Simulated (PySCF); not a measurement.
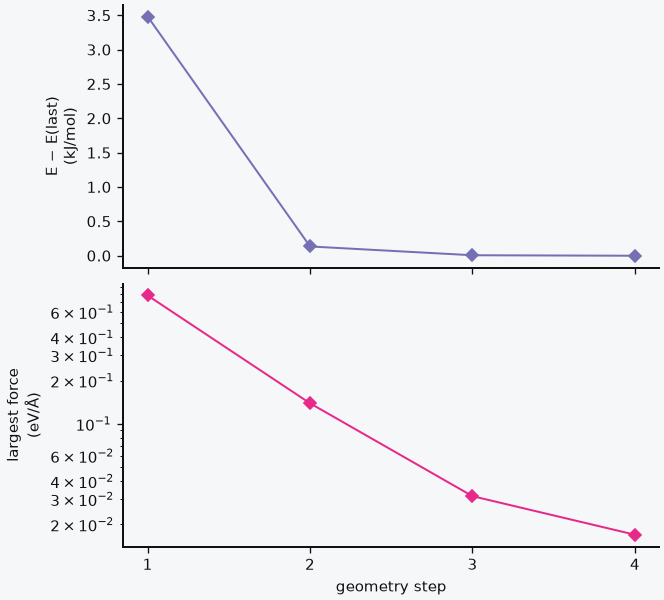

History of a geometry optimisation. The run: methylamine (SMILES CN), by PBE0-D3(BJ)/def2-SVP, geometry optimisation in PySCF.

The optimisation met its thresholds at geometry 4, counting the start as the first. The energy fell by about 3.5 kJ/mol from the first step to the last. The largest force goes from about 0.78 eV/Å at the start to 0.017 eV/Å at the end.
